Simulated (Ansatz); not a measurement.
Base system: Re in the hcp (Mg type) structure (space group P6_3/mmc, No. 194; a = 2.776 Å, c = 4.481 Å; relaxed with 0.1 eV smearing). Axes: x lies along a and z along c of the hexagonal cell.

Structures relaxed with plane-wave PAW DFT at the PBE level (Ansatz, an electronic-structure program, 420 eV), scalar-relativistic without spin-orbit coupling.

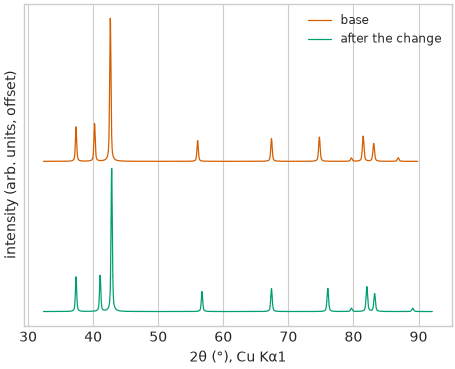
Simulated powder patterns before (top) and after one change

Q: Which of these changes matches the shifts?
(A) uniaxial strain ε_zz = −1.00 %
(B) uniaxial strain ε_zz = −2.00 %
(C) uniaxial strain ε_zz = −3.00 %
(D) uniaxial strain ε_zz = +2.50 %

A: B, uniaxial strain ε_zz = −2.00 %. Its volume per atom is 14.66 Å³ against 14.96 Å³, and its space group is P6_3/mmc (No. 194).

Stability against distortions was not tested. The final runs are not spin-polarised.
